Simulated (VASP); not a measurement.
Band structure of Te2W (relaxed from the 3R-MoS2 structure, space group R3m). Method: PBEsol GGA, VASP's PBE PAW potentials (set 64) (plane waves; VASP).

Without a dispersion term in the relaxation, distances and binding between the weakly bound layers, chains or molecules are unreliable, and so is what depends on them. Unless said otherwise, spin-orbit coupling is left out, though it shifts the bands of the heavy elements here.

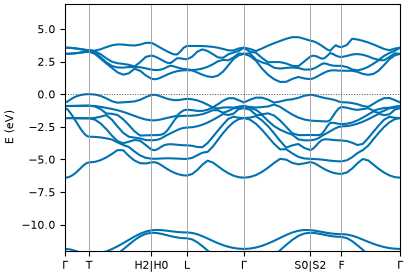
Bands along high-symmetry lines, zero at the valence-band maximum or, without a gap, the Fermi level

**Question.** Read the plot: is there a gap, and where are the band edges?

**Answer.** The gap is indirect, 0.94 eV, from the valence maximum at T to the conduction minimum at Γ-S0 at 0.55. (Edges off the drawn lines would not show.)

The structure was generated: Te2W was put into the 3R-MoS2 type (R3m), which need not be its known phase. It was relaxed first, which changed the volume by -15 %.
